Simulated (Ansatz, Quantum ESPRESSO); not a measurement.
# Conductance against width: vacuum gaps between two Ag(100) faces, part 3 of 4

Wanted: T at the Fermi level along a series, and its decay constant, for vacuum gaps between two Ag(100) faces.

Quantum ESPRESSO 7.5; plane-wave DFT, PBE, PseudoDojo norm-conserving pseudopotentials; cross-check by Ansatz 0.2.0 with PAW datasets.

So far. Step 2 (Ground state, 4.5 Å): The run needed 11 iterations to bring the estimated error under 1e-07 Ry; the largest force on any atom, held or free, is 0.07 eV/Å.

### 4. The same in Ansatz, 4.5 Å

A second code with its own PAW datasets, on the same atoms.

Level of this step: plane-wave DFT, PBE, Ansatz PAW (Ansatz 0.2.0).

input.yaml reads:

```yaml
crystal:
  lattice:
    - [2.9344931419, 0.0, 0.0]
    - [0.0, 2.9344931419, 0.0]
    - [0.0, 0.0, 35.625]
  atoms:
    - { symbol: Ag, position: [0.0, 0.0, 0.0] }
    - { symbol: Ag, position: [0.5, 0.5, 0.058245614] }
    - { symbol: Ag, position: [0.0, 0.0, 0.1164912281] }
    - { symbol: Ag, position: [0.5, 0.5, 0.1747368421] }
    - { symbol: Ag, position: [0.0, 0.0, 0.2329824561] }
    - { symbol: Ag, position: [0.5, 0.5, 0.2912280702] }
    - { symbol: Ag, position: [0.0, 0.0, 0.3494736842] }
    - { symbol: Ag, position: [0.5, 0.5, 0.4077192982] }
    - { symbol: Ag, position: [0.0, 0.0, 0.5340350877] }
    - { symbol: Ag, position: [0.5, 0.5, 0.5922807018] }
    - { symbol: Ag, position: [0.0, 0.0, 0.6505263158] }
    - { symbol: Ag, position: [0.5, 0.5, 0.7087719298] }
    - { symbol: Ag, position: [0.0, 0.0, 0.7670175439] }
    - { symbol: Ag, position: [0.5, 0.5, 0.8252631579] }
    - { symbol: Ag, position: [0.0, 0.0, 0.8835087719] }
    - { symbol: Ag, position: [0.5, 0.5, 0.941754386] }
kpoints:
  mp_grid: { grid: [8, 8, 1] }
hamiltonian:
  xc: pbe
scf:
  occupations: { method: fermi_dirac, width: 0.1 }
  convergence: { dr2_threshold: 1.0e-08 }
output:
  transmission: { leads: [[0, 2]], e_range: [-0.4, 0.4], de: 0.4, kmesh: [8, 8] }
  write_potential: true
  write_density: true
  volumetric_format: npy
```

Started as:

```console
> ansatz run input.yaml --threads 8 --pin off --max-ram 16384MiB --backend cpu --events-out ev --progress --plain --runs-dir out
```

Numbers of over 12 decimals in the logs are rounded to 6 here.

Output:

```text
Engine: ansatz 0.2.0, aarch64-unknown-linux-gnu
Pseudopotentials: kind: paw
Pseudopotential: Ag, paw, valence charge 19, recommended cutoff 420 eV (normal), Ag.paw.azcp
Functional definition: PBE
  parameter kappa = 0.804
  parameter beta = 0.066725
  exchange = pbe_x(kappa = kappa, mu = beta*pi^2/3)
  correlation = pbe_c(beta = beta)
Crystal: 16 atoms, lattice volume = 306.776 Å³
Basis set: ecut = 420 eV, 5891 PW (Γ)
Bands: 183, of which v1, the nominal top of the filled ones, is band 152 counted from 1 (151 counted from 0)
Symmetry: 16 space group operations
Space group: P4/nmm (ITA 129), of the structure as read, at distance tolerance 6.7e-5 Å
k-points: 15 of 64
Non-local potential: Ag, projectors of the file, l = 0: 3, l = 1: 2, l = 2: 2, l = 3: 1
PAW form: soft (Blöchl's): semilocal exchange-correlation on the pseudo side does not see the compensation charge
PAW one-centre angular grid: Ag, 590 points (default); XC on 64 Gauss nodes
Initial density: superposition of atomic densities (neutral atoms: chi_scale 0, normalization atom), corrected by the library's trained network
Initial wavefunctions: pseudopotential atomic-orbital guess
Functional: x = pbe(κ = 0.804, μ = 0.219515), c = pbe(β = 0.066725)
SCF iter   1: F=—  HF=-121447.972010 eV  |F-HF|=—  |Δ(HF+E_count)|=         —  Δρ=1.08e-3  dr2=1.17e-1  ethr=1.77e-3  ⟨swp⟩=4.5  Hψ=8164  notcnv=0  defer=135
preconditioner: auto → LDOS  [metal: Δε(μ)=0.034 eV  Ē_g=10.356 eV  σ=0.100 eV  W_gap=0.08  n_scr=106 (ndim 8)  ℏωp=28.1 eV  f_vac=0.059  D(μ)=4.46/eV (n_scr^D=18)  β→1.0]
SCF iter   2: F=—  HF=-121447.977248 eV  |F-HF|=—  |Δ(HF+E_count)|=   5.24e-3  Δρ=5.75e-4  dr2=2.93e-3  ethr=3.86e-5  ⟨swp⟩=1.7  Hψ=3230  notcnv=0  defer=180
SCF iter   3: F=—  HF=-121447.977145 eV  |F-HF|=—  |Δ(HF+E_count)|=   1.03e-4  Δρ=4.19e-4  dr2=8.41e-4  ethr=9.65e-7  ⟨swp⟩=2.1  Hψ=4750  notcnv=0  defer=180
SCF iter   4: F=—  HF=-121447.976960 eV  |F-HF|=—  |Δ(HF+E_count)|=   1.85e-4  Δρ=5.24e-5  dr2=2.93e-5  ethr=2.77e-7  ⟨swp⟩=2.1  Hψ=4411  notcnv=0  defer=180
SCF iter   5: F=—  HF=-121447.976991 eV  |F-HF|=—  |Δ(HF+E_count)|=   3.16e-5  Δρ=2.31e-5  dr2=2.20e-6  ethr=9.63e-9  ⟨swp⟩=2.0  Hψ=3656  notcnv=0  defer=180
SCF iter   6: F=—  HF=-121447.976716 eV  |F-HF|=—  |Δ(HF+E_count)|=   2.75e-4  Δρ=6.35e-6  dr2=2.80e-7  ethr=7.23e-10  ⟨swp⟩=2.0  Hψ=3848  notcnv=0  defer=180
SCF iter   7: F=—  HF=-121447.976716 eV  |F-HF|=—  |Δ(HF+E_count)|=   4.47e-8  Δρ=2.65e-6  dr2=2.83e-8  ethr=9.20e-11  ⟨swp⟩=2.0  Hψ=3797  notcnv=0  defer=180
SCF iter   8: F=-121447.976716 eV  HF=-121447.976716 eV  |F-HF|=1.25e-9  |Δ(HF+E_count)|=   3.70e-9  Δρ=9.96e-7  dr2=3.40e-9  ethr=3.29e-12  ⟨swp⟩=9.7  Hψ=10593  notcnv=0
SCF 1 converged in 8 iterations: F = -121447.976716 eV  dr2 = 3.40e-9
  greatest PAW one-centre occupation: 1.000 electrons in one spin orbital (limit 2), on the Ag atom at site 10 (counted from 0), in its partial waves of l = 0
transmission: 72 of 675 steps passed
transmission: 144 of 675 steps passed
[...]
transmission: 675 of 675 steps passed
SCF converged after 8 iterations
Free energy (F): -121447.976716 eV
Harris-Foulkes:  -121447.976716 eV  (|F-HF|=1.25e-9)
Internal energy: -121447.825102 eV  (E = F + TS)
E sigma→0 (E₀):  -121447.900909 eV
Entropy (-TS):   -0.151613 eV (-9.476 meV/atom)
Fermi energy:    14.908986 eV
--- Per-component energies (eV) ---
  E_band       = -4433.142898
  E_kinetic    = 8431.062567
  E_local      = -64137.902511  (includes V_loc(G=0)·N_el)
  E_nonlocal   = 1282.502202
  E_hartree    = 30165.524549
  E_xc         = -2953.234270
  E_vxc        = -3751.811290  (∫ρ·V_xc dr)
  E_paw        = -62434.377655  (= ΣΔE_a)
  E_vpaw       = -6588.053142  (= ΣTr[D̂ρ^β])
  E_aug_tail   = 0.005236  (compensation charges beyond the density's cutoff)
  E_ewald      = -31801.405222
  E_smearing   = -0.151613  (= −TS)
  E_closure    = -0.000000  (closes the sum)
  Σ components = -121447.976716   (vs F -121447.976716, Δ=0.00e0)
--- Band table (eV; the first three rows and the last of 15) ---
  k-point 0: bands = [... 148 lower, 12.0453, 12.1238, 12.1292, 12.1292, 12.1817, 12.1817, 12.6089, 13.5640, ... 27 higher]
  k-point 1: bands = [... 148 lower, 12.0575, 12.0979, 12.1202, 12.1301, 12.1341, 12.7929, 13.2405, 14.1938, ... 27 higher]
  k-point 2: bands = [... 148 lower, 12.0329, 12.0519, 12.0538, 12.5124, 12.9776, 13.7926, 14.3151, 15.3615, ... 27 higher]
  k-point 14: bands = [... 148 lower, 17.2751, 17.2751, 17.7762, 17.7762, 18.2926, 18.2926, 18.9576, 18.9576, ... 27 higher]
--- Transmission ---
  basis      : 69 plane waves across, 45 finite elements along
  points     : 15, standing for a mesh of 8 x 8
  energies   : 3 from -0.400000 to 0.400000 eV about the Fermi level, 0.400000 eV apart; the leads are filled to 0.000000 eV, and channels, transmission and decay are at 0.000000 eV
  crystal 0  : Ag2, at the sites [0, 2], period 4.1500 Å, over 33.20 Å; its Hamiltonian steps by up to 10.9 meV
    offset         : up to 0.0000 Å between an atom of the period and one for which it stands
    channels       : 8.906250e-1 a spin
    conductance    : none, the energies end too early or step too widely for 300 K: set another output.transmission.e_range or a lower de, or, where they end at an eighth of basis.ecutwfc, a higher one
    slowest decay  : 0.1921 /Å at (0.5000, 0.2500)
  junction   : crystal 0 to crystal 0, -0.34 to 31.14 Å
    transmission   : 1.474453e-1 a spin
    conductance    : none, the energies end too early or step too widely for 300 K: set another output.transmission.e_range or a lower de, or, where they end at an eighth of basis.ecutwfc, a higher one
```

Run time: 9.2 s. Hardware: 8 threads of Arm Neoverse V2, shared host; peak memory 2.1 GiB.

Read from the output:

```
free energy                                  : -121447.9767 eV
energy at zero smearing                      : -121447.9009 eV
smearing term TS                             : 0.1516 eV
Fermi energy                                 : 14.91 eV
symmetry operations                          : 16
transmission at the Fermi level, one spin    : 0.1474
step of the lead's Hamiltonian over a period : 10.9 meV
```

Per spin; mean over the k mesh across the current. The transmission, zone mean by energy, zero at the Fermi level:

```csv
energy (eV),"transmission, zone mean"
-0.400,0.117
0.000,0.147
0.400,0.184
```

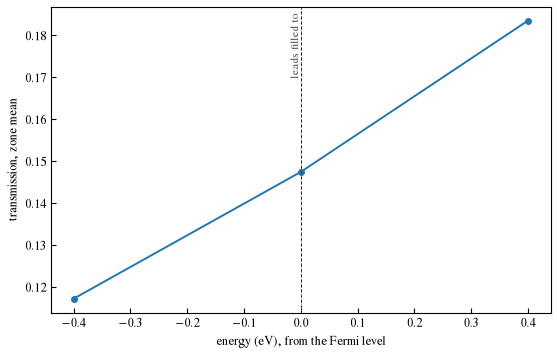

Transmission, zone mean, plotted against energy.

Per spin; mean over the k mesh across the current. Open channels, zone mean against energy, zero at the Fermi level:

```csv
energy (eV),"open channels, zone mean"
-0.400,0.828
0.000,0.891
0.400,1.02
```

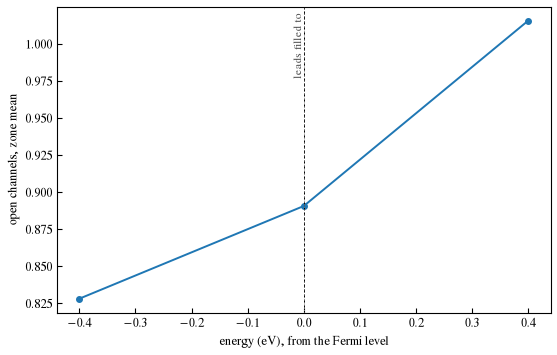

Open channels, zone mean, plotted against energy.

Ansatz finds T = 0.147 against pwcond's 0.145.

### 5. SCF with pw.x, 5.5 Å

Level of this step: plane-wave DFT, PBE, PseudoDojo norm-conserving pseudopotentials (Quantum ESPRESSO 7.5).

j1.scf.in reads:

```
&control
  prefix = 'j1.scf'
  outdir = './out'
  pseudo_dir = './pseudo'
  calculation = 'scf'
  tprnfor = .true.
/
&system
  ibrav = 0
  nat = 16
  ntyp = 1
  ecutwfc = 74
  ecutrho = 296
  occupations = 'smearing'
  smearing = 'mv'
  degauss = 0.01
/
&electrons
  conv_thr = 1e-07
  mixing_beta = 0.25
  electron_maxstep = 120
  mixing_mode = 'local-TF'
/
ATOMIC_SPECIES
  Ag  107.8682  Ag.dojo-sr-pbe-0.4.1-standard.upf
CELL_PARAMETERS angstrom
  2.93449314192417 0.00000000000000 0.00000000000000
  0.00000000000000 2.93449314192417 0.00000000000000
  0.00000000000000 0.00000000000000 36.62500000000000
ATOMIC_POSITIONS crystal
  Ag  0.000000000000 0.000000000000 0.000000000000
  Ag  0.500000000000 0.500000000000 0.056655290102
  Ag  0.000000000000 0.000000000000 0.113310580205
  Ag  0.500000000000 0.500000000000 0.169965870307
  Ag  0.000000000000 0.000000000000 0.226621160410
  Ag  0.500000000000 0.500000000000 0.283276450512
  Ag  0.000000000000 0.000000000000 0.339931740614
  Ag  0.500000000000 0.500000000000 0.396587030717
  Ag  0.000000000000 0.000000000000 0.546757679181
  Ag  0.500000000000 0.500000000000 0.603412969283
  Ag  0.000000000000 0.000000000000 0.660068259386
  Ag  0.500000000000 0.500000000000 0.716723549488
  Ag  0.000000000000 0.000000000000 0.773378839590
  Ag  0.500000000000 0.500000000000 0.830034129693
  Ag  0.000000000000 0.000000000000 0.886689419795
  Ag  0.500000000000 0.500000000000 0.943344709898
K_POINTS automatic
  8 8 1 0 0 0
```

Started as:

```console
> OMP_NUM_THREADS=1 mpirun -n 8 pw.x -nk 4 -in j1.scf.in > j1.scf.out
```

Output:

```text
[banner, memory and clock lines left out]
Program PWSCF v.7.5 starts
[...]
Message from routine setup:
[...]
number of electrons       =       304.00
     number of Kohn-Sham states=          182
     kinetic-energy cutoff     =      74.0000  Ry
     charge density cutoff     =     296.0000  Ry
[...]
number of k points=    15  Marzari-Vanderbilt smearing, width (Ry)=  0.0100
[...]
Dense  grid:   183055 G-vectors     FFT dimensions: (  32,  32, 384)
[...]
Starting wfcs are  160 randomized atomic wfcs +   22 random wfcs
[...]
estimated scf accuracy    <       0.93942606 Ry
[...]
estimated scf accuracy    <       0.51431273 Ry
[...]
estimated scf accuracy    <       0.03269440 Ry
[...]
estimated scf accuracy    <       0.01048838 Ry
[...]
estimated scf accuracy    <       0.00217732 Ry
[...]
estimated scf accuracy    <       0.00076405 Ry
[...]
estimated scf accuracy    <       0.00003706 Ry
[...]
estimated scf accuracy    <       0.00001190 Ry
[...]
estimated scf accuracy    <       0.00000124 Ry
[...]
estimated scf accuracy    <       0.00000017 Ry
[...]
the Fermi energy is    14.4335 ev
!    total energy              =   -4960.51748212 Ry
     estimated scf accuracy    <       0.00000004 Ry
     smearing contrib. (-TS)   =       0.00039173 Ry
     internal energy E=F+TS    =   -4960.51787385 Ry
[...]
one-electron contribution =   -5933.66992878 Ry
     hartree contribution      =    3108.63129089 Ry
     xc contribution           =    -740.89328248 Ry
     ewald contribution        =   -1394.58595348 Ry
     convergence has been achieved in  11 iterations
[...]
Total force =     0.005564     Total SCF correction =     0.001654
[...]
```

The job ended after 3.4 min (8 MPI ranks; peak memory 3.3 GiB).

This step gave:

```
free energy  : -67491.2786 eV
Fermi energy : 14.43 eV
```

### 6. The open system, 5.5 Å

j1.cond.in reads:

```
&inputcond
  outdir = './out'
  prefixt = 'j1.scf'
  tran_file = 'j1.cond.dat'
  bdl = 2.8284271247
  bds = 12.4808606559
  ikind = 1
  ewind = 4.0
  epsproj = 1e-05
  nz1 = 7
  energy0 = 0.4
  denergy = -0.4
/
15
  0.00000000 0.00000000 0.01562500
  0.00000000 0.12500000 0.06250000
  0.00000000 0.25000000 0.06250000
  0.00000000 0.37500000 0.06250000
  0.00000000 0.50000000 0.03125000
  0.12500000 0.12500000 0.06250000
  0.12500000 0.25000000 0.12500000
  0.12500000 0.37500000 0.12500000
  0.12500000 0.50000000 0.06250000
  0.25000000 0.25000000 0.06250000
  0.25000000 0.37500000 0.12500000
  0.25000000 0.50000000 0.06250000
  0.37500000 0.37500000 0.06250000
  0.37500000 0.50000000 0.06250000
  0.50000000 0.50000000 0.01562500
3
```

Started as:

```console
> OMP_NUM_THREADS=1 mpirun -n 8 pwcond.x -in j1.cond.in > j1.cond.out
```

Output:

```text
[banner, memory and clock lines left out]
Program PWCOND v.7.5 starts
[citation notice left out]

[...]
./out/j1.scf.save/

     IMPORTANT: XC functional enforced from input :
     Exchange-correlation= PBE
                           (   1   4   3   4   0   0   0)
     Any further DFT definition will be discarded
     Please, verify this is what you really want

     Reading collected, re-writing distributed wavefunctions

===== INPUT FILE containing all the regions =====

     GEOMETRY:

     lattice parameter (alat)  =       5.5454  a.u.
[...]
Nchannels of the left tip =            0
 Right moving states:
   k1(2pi/a)   k2(2pi/a)   E-Ef (eV)
 Left moving states:
   k1(2pi/a)   k2(2pi/a)   E-Ef (eV)

 to transmit
          E-Ef(ev), T =    0.0000000   0.0000000
---  E-Ef =   -0.4000000  k =    0.5000000   0.5000000
---  ie =          3  ik =         15
 Nchannels of the left tip =            0
 Right moving states:
   k1(2pi/a)   k2(2pi/a)   E-Ef (eV)
 Left moving states:
   k1(2pi/a)   k2(2pi/a)   E-Ef (eV)

 to transmit
          E-Ef(ev), T =   -0.4000000   0.0000000
   T_tot     0.40000      0.84724E-01
   T_tot     0.00000      0.56853E-01
   T_tot    -0.40000      0.38454E-01

[...]
```

Elapsed: 98 s, on 8 MPI ranks; peak memory 1 GiB; 13 min of CPU time.

This step gave:

* lead channels at the Fermi level, one spin: 0.8281
* transmission at the Fermi level, one spin: 0.02843
* conductance: 0.02843 G₀

Per spin; mean over the k mesh across the current. Transmission, zone mean against energy, zero at the Fermi level:

```csv
energy (eV),"transmission, zone mean"
-0.400,0.0192
0.000,0.0284
0.400,0.0424
```

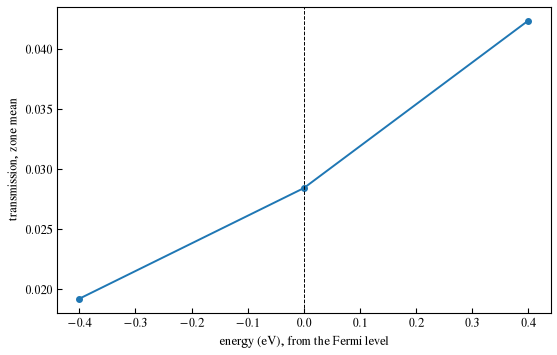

Transmission, zone mean against energy.

T goes from 0.145 to 0.0284, a factor of 5.1.

### 7. The same in Ansatz, 5.5 Å

Level of this step: plane-wave DFT, PBE, Ansatz PAW (Ansatz 0.2.0).

input.yaml reads:

```yaml
crystal:
  lattice:
    - [2.9344931419, 0.0, 0.0]
    - [0.0, 2.9344931419, 0.0]
    - [0.0, 0.0, 36.625]
  atoms:
    - { symbol: Ag, position: [0.0, 0.0, 0.0] }
    - { symbol: Ag, position: [0.5, 0.5, 0.0566552901] }
    - { symbol: Ag, position: [0.0, 0.0, 0.1133105802] }
    - { symbol: Ag, position: [0.5, 0.5, 0.1699658703] }
    - { symbol: Ag, position: [0.0, 0.0, 0.2266211604] }
    - { symbol: Ag, position: [0.5, 0.5, 0.2832764505] }
    - { symbol: Ag, position: [0.0, 0.0, 0.3399317406] }
    - { symbol: Ag, position: [0.5, 0.5, 0.3965870307] }
    - { symbol: Ag, position: [0.0, 0.0, 0.5467576792] }
    - { symbol: Ag, position: [0.5, 0.5, 0.6034129693] }
    - { symbol: Ag, position: [0.0, 0.0, 0.6600682594] }
    - { symbol: Ag, position: [0.5, 0.5, 0.7167235495] }
    - { symbol: Ag, position: [0.0, 0.0, 0.7733788396] }
    - { symbol: Ag, position: [0.5, 0.5, 0.8300341297] }
    - { symbol: Ag, position: [0.0, 0.0, 0.8866894198] }
    - { symbol: Ag, position: [0.5, 0.5, 0.9433447099] }
kpoints:
  mp_grid: { grid: [8, 8, 1] }
hamiltonian:
  xc: pbe
scf:
  occupations: { method: fermi_dirac, width: 0.1 }
  convergence: { dr2_threshold: 1.0e-08 }
output:
  transmission: { leads: [[0, 2]], e_range: [-0.4, 0.4], de: 0.4, kmesh: [8, 8] }
  write_potential: true
  write_density: true
  volumetric_format: npy
  elf: true
```

Started as:

```console
> ansatz run input.yaml --threads 8 --pin off --max-ram 16384MiB --backend cpu --events-out ev --progress --plain --runs-dir out
```

Output:

```text
[...]
Crystal: 16 atoms, lattice volume = 315.387 Å³
Basis set: ecut = 420 eV, 6047 PW (Γ)
Bands: 183, of which v1, the nominal top of the filled ones, is band 152 counted from 1 (151 counted from 0)
Symmetry: 16 space group operations
[...]
k-points: 15 of 64
[...]
k-point 14: bands = [... 148 lower, 16.7654, 16.7654, 17.2457, 17.2457, 17.7903, 17.7903, 18.4179, 18.4179, ... 27 higher]
--- Transmission ---
  basis      : 69 plane waves across, 46 finite elements along
  points     : 15, standing for a mesh of 8 x 8
[...]
channels       : 8.906250e-1 a spin
[...]
slowest decay  : 0.1893 /Å at (0.5000, 0.2500)
  junction   : crystal 0 to crystal 0, -0.34 to 32.14 Å
    transmission   : 2.897510e-2 a spin
[...]
[key lines of the parts left out:]
SCF converged after 8 iterations
Free energy (F): -121447.925360 eV
Fermi energy:    14.400458 eV
```

Run time: 10 s. Hardware: 8 threads; peak memory 2.3 GiB; 72 s of CPU time.

Numbers from this step:

- free energy: -121447.9254 eV
- energy at zero smearing: -121447.8465 eV
- smearing term TS: 0.1577 eV
- Fermi energy: 14.40 eV
- transmission at the Fermi level, one spin: 0.02898
- lead channels at the Fermi level, one spin: 0.8906
- step of the lead's Hamiltonian over a period: 10.7 meV

Per spin; mean over the k mesh across the current. Transmission, zone mean against energy, zero at the Fermi level:

```csv
energy (eV),"transmission, zone mean"
-0.400,0.0197
0.000,0.0290
0.400,0.0431
```

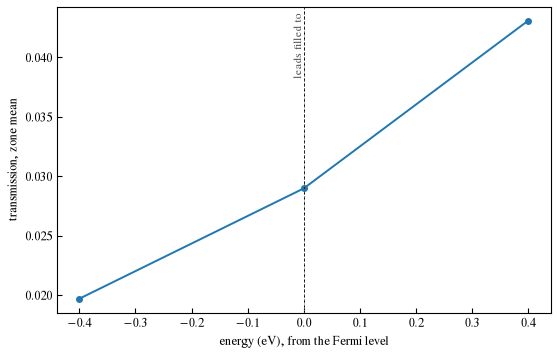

Transmission, zone mean against energy.

Ansatz finds T = 0.0290 against pwcond's 0.0284.

### 8. Ground state, 6.5 Å

Level of this step: plane-wave DFT, PBE, PseudoDojo norm-conserving pseudopotentials (Quantum ESPRESSO 7.5).

j2.scf.in reads:

```
&control
  prefix = 'j2.scf'
  outdir = './out'
  pseudo_dir = './pseudo'
  calculation = 'scf'
  tprnfor = .true.
/
&system
  ibrav = 0
  nat = 16
  ntyp = 1
  ecutwfc = 74
  ecutrho = 296
  occupations = 'smearing'
  smearing = 'mv'
  degauss = 0.01
/
&electrons
  conv_thr = 1e-07
  mixing_beta = 0.25
  electron_maxstep = 120
  mixing_mode = 'local-TF'
/
ATOMIC_SPECIES
  Ag  107.8682  Ag.dojo-sr-pbe-0.4.1-standard.upf
CELL_PARAMETERS angstrom
  2.93449314192417 0.00000000000000 0.00000000000000
  0.00000000000000 2.93449314192417 0.00000000000000
  0.00000000000000 0.00000000000000 37.62500000000000
ATOMIC_POSITIONS crystal
  Ag  0.000000000000 0.000000000000 0.000000000000
  Ag  0.500000000000 0.500000000000 0.055149501661
  Ag  0.000000000000 0.000000000000 0.110299003322
  Ag  0.500000000000 0.500000000000 0.165448504983
  Ag  0.000000000000 0.000000000000 0.220598006645
  Ag  0.500000000000 0.500000000000 0.275747508306
  Ag  0.000000000000 0.000000000000 0.330897009967
  Ag  0.500000000000 0.500000000000 0.386046511628
  Ag  0.000000000000 0.000000000000 0.558803986711
  Ag  0.500000000000 0.500000000000 0.613953488372
  Ag  0.000000000000 0.000000000000 0.669102990033
  Ag  0.500000000000 0.500000000000 0.724252491694
  Ag  0.000000000000 0.000000000000 0.779401993355
  Ag  0.500000000000 0.500000000000 0.834551495017
  Ag  0.000000000000 0.000000000000 0.889700996678
  Ag  0.500000000000 0.500000000000 0.944850498339
K_POINTS automatic
  8 8 1 0 0 0
```

Started as:

```console
> OMP_NUM_THREADS=1 mpirun -n 8 pw.x -nk 4 -in j2.scf.in > j2.scf.out
```

Output:

```text
[banner, memory and clock lines left out]
Program PWSCF v.7.5 starts
[...]
Message from routine setup:
[...]
number of electrons       =       304.00
     number of Kohn-Sham states=          182
     kinetic-energy cutoff     =      74.0000  Ry
     charge density cutoff     =     296.0000  Ry
[...]
number of k points=    15  Marzari-Vanderbilt smearing, width (Ry)=  0.0100
[...]
Dense  grid:   187929 G-vectors     FFT dimensions: (  32,  32, 400)
[...]
Starting wfcs are  160 randomized atomic wfcs +   22 random wfcs
[...]
estimated scf accuracy    <       0.94496834 Ry
[...]
estimated scf accuracy    <       0.51963879 Ry
[...]
estimated scf accuracy    <       0.03599750 Ry
[...]
estimated scf accuracy    <       0.01197800 Ry
[...]
estimated scf accuracy    <       0.00269238 Ry
[...]
estimated scf accuracy    <       0.00089239 Ry
[...]
estimated scf accuracy    <       0.00004555 Ry
[...]
estimated scf accuracy    <       0.00001540 Ry
[...]
estimated scf accuracy    <       0.00000193 Ry
[...]
estimated scf accuracy    <       0.00000022 Ry
[...]
the Fermi energy is    13.9471 ev
!    total energy              =   -4960.51646491 Ry
     estimated scf accuracy    <       0.00000002 Ry
     smearing contrib. (-TS)   =       0.00010878 Ry
     internal energy E=F+TS    =   -4960.51657369 Ry
[...]
one-electron contribution =   -8340.14770337 Ry
     hartree contribution      =    4306.34653120 Ry
     xc contribution           =    -740.89436498 Ry
     ewald contribution        =    -185.82103654 Ry
     convergence has been achieved in  11 iterations
[...]
Total force =     0.006362     Total SCF correction =     0.001012
[...]
```

It took 3.5 min on 8 MPI ranks; peak memory 3.4 GiB.

This step gave:

```
free energy  : -67491.2648 eV
Fermi energy : 13.95 eV
```

(Continued in part 4 of 4.)

[Logs are printed without paths, hosts, clocks, repeated set-up lines and the standing remarks that a program may print on its own settings, such as how far it seeks lower states.]

[Hosts, paths, dates, database ids (printed as entryN), source tags and the programs' standing remarks are cut or masked in the printed files.]

[Maps of the electrostatic potential energy from Ansatz leave out the sawtooth potential of an applied field or a dipole correction, so their vacuum need not be flat; planar profiles and work functions include it.]
